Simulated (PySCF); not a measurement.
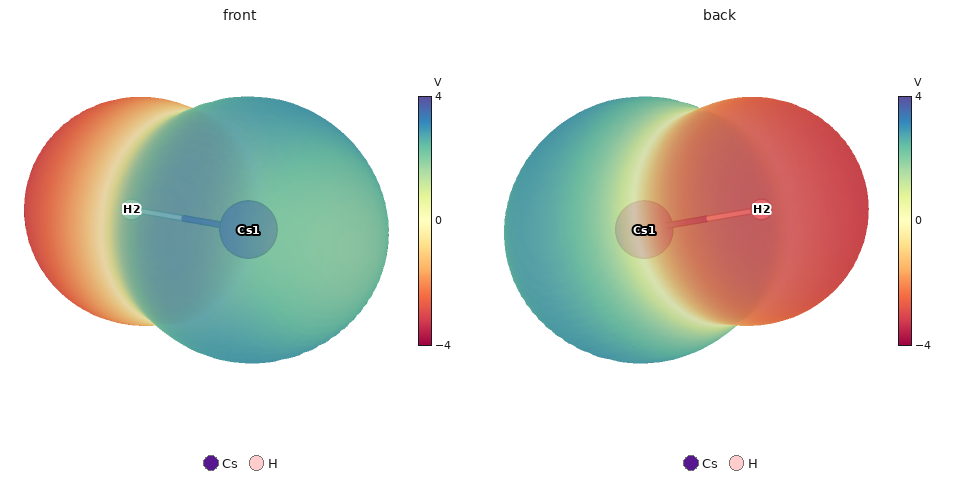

Figure. CsH. The molecular electrostatic potential painted on the density surface at 0.002 e/bohr³, seen from the front and from behind; red is negative and blue positive.

Core potentials replace the inner electrons of Cs.

Computed with PBE0/def2-SVP, non-relativistic Hamiltonian with scalar-relativistic core potentials where named, at a bond length of 2.578 Å (PySCF).

Q: Describe the electrostatic potential map.

A: The most negative region (about −3.2 V, or −74 kcal/mol for a unit charge) lies over H2, the most positive (about +2.9 V, or +67 kcal/mol for a unit charge) over Cs1.
